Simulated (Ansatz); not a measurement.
Consider HfO₂ in the rutile structure (space group P4_2/mnm, No. 136; a = 4.8301 Å, c = 3.2097 Å; a cell from a computed database, its experimental status unchecked).

Modification: a hydrostatic pressure of 7.5 GPa.

The values are results of DFT with PBEsol, PAW potentials and a 420 eV plane-wave cutoff in Ansatz (a quantum-chemistry and plane-wave program), no SOC, not measurements.

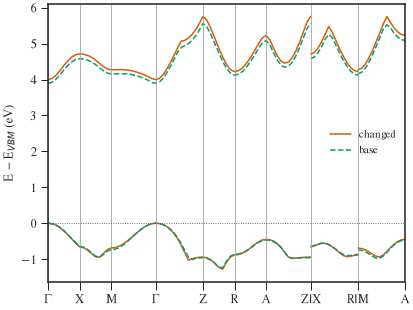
Figure. Highest valence and lowest conduction band along the path, each from its own valence-band maximum

Problem. Read the changed gap and its character from the plot.

Solution. About 4.0 eV, direct at Γ.

With Hf present, leaving out spin-orbit coupling can change the band edges. Load acts through the strain it causes; cell and atoms are relaxed under it. Stability against distortions was not tested. No other phases were tried under pressure. This is not the structure that HfO2 has at room temperature and ambient pressure.
